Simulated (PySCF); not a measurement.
Se(SeH)(GeH3), SMILES [Se]([SeH])[GeH3] (H4GeSe2) at its PBE0/def2-SVP optimised geometry (Å):

```
7

Se    -1.2847    -1.4627     1.9233
Se    -0.3768     0.0069     3.5098
H      0.9225    -0.6808     3.6417
Ge    -0.4983    -0.3250     0.0000
H     -1.0396    -1.1138    -1.2079
H     -1.0371     1.1138     0.0000
H      1.0396    -0.3250     0.0000
```

Level of theory: PBE0/def2-TZVP run with PySCF. Cells within 0.4 Å of a nucleus heavier than hydrogen are left out (blank, or x).

Map of the electrostatic potential (hartree/e), clipped to [-0.08, 0.12] on the plane z = 0.0 Å:

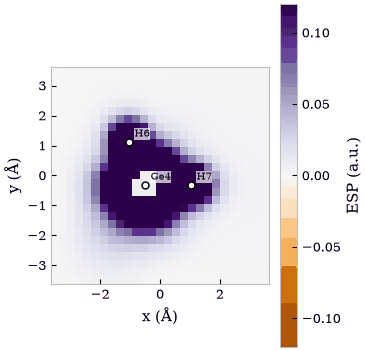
Electrostatic potential (hartree/e), clipped to [-0.08, 0.12] on the plane z = 0.0 Å.
